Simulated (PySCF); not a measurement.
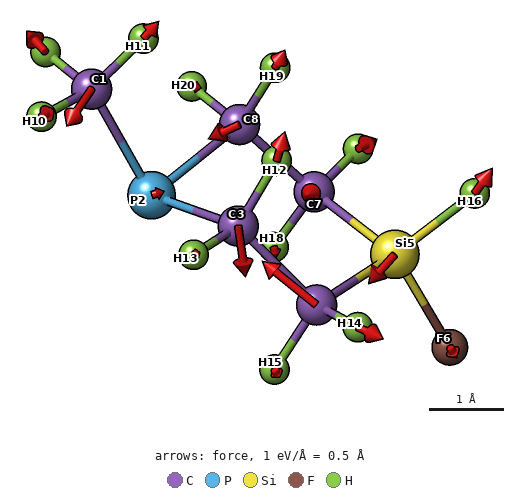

Starting geometry of C5H12FPSi with the computed forces as red arrows. The picture is a ball-and-stick view, seen from a free direction.

The start comes from GFN2-xTB. Its atoms were then displaced at random by about 0.01 Å.

These are results of PBE0-D3(BJ)/def2-SVP geometry optimisation, gas phase (PySCF), not measurements. 

What follows when this structure is relaxed?

It isn't relaxed: the largest force vector, on a C atom, is 1.93 eV/Å. The final displacements have little in common with the starting forces (cosine between the two patterns 0.23). The largest move after the best rigid fit is that of an H atom, 0.21 Å. Largest moves by element: H 0.21 Å, F 0.14 Å, C 0.07 Å, P 0.04 Å, Si 0.02 Å. Near-neighbour distances that change, for instance: H–Si 1.448 → 1.494 Å, C–C 1.579 → 1.535 Å, C–H 1.072 → 1.100 Å, C–H 1.122 → 1.101 Å. Bond angles that change, for instance: C–C–H 106.3° → 110.1°, Si–C–H 114.0° → 110.3°, C–C–H 107.4° → 110.8°. Over 10 geometry steps the energy falls by 4.72 kcal/mol. Cost: 3.2 min on 1 thread of Arm Neoverse V1 (shared host).
